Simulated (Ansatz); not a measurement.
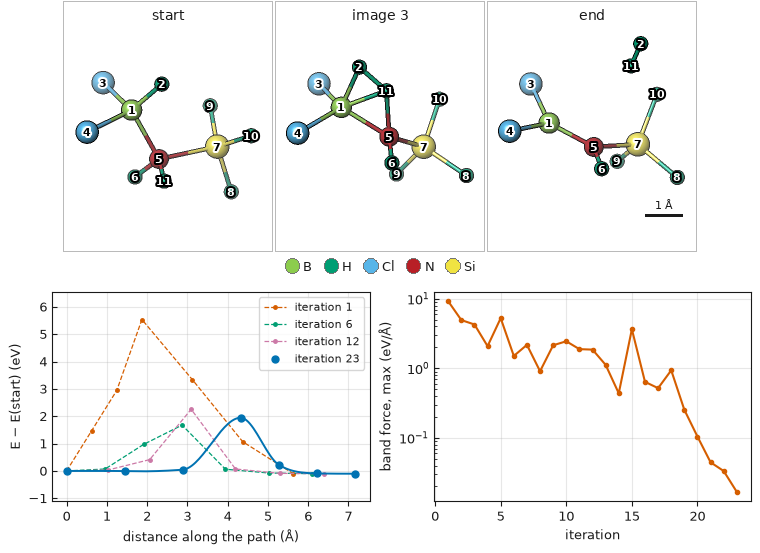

A nudged-elastic-band calculation for BSiNH6Cl2. Images are numbered from 0 (start) to 6 (end). The plot follows the band through its iterations. The picture is a ball-and-stick view, seen at a tilt.

All numbers below come from RKS B3LYP-D4/6-31G* (Ansatz 0.2.0). Settings: 5 movable images; climbing image; force threshold 0.03 eV/Å; iteration limit 60; starting path through a guess of the saddle point.

Question: Judge this run.

Answer: The result is final at these settings. The band converged in 23 iterations. The largest component of the band force went from 9.2 to 0.017 eV/Å. The climbing image converged on the top of the path. Its vibrational analysis gives one imaginary mode (1502i cm⁻¹), as a transition state must have. The first iteration put the highest image at 5.54 eV. The highest point, image 3, lies 1.94 eV above the start and 2.05 eV above the end; the end is at −0.10 eV relative to the start.
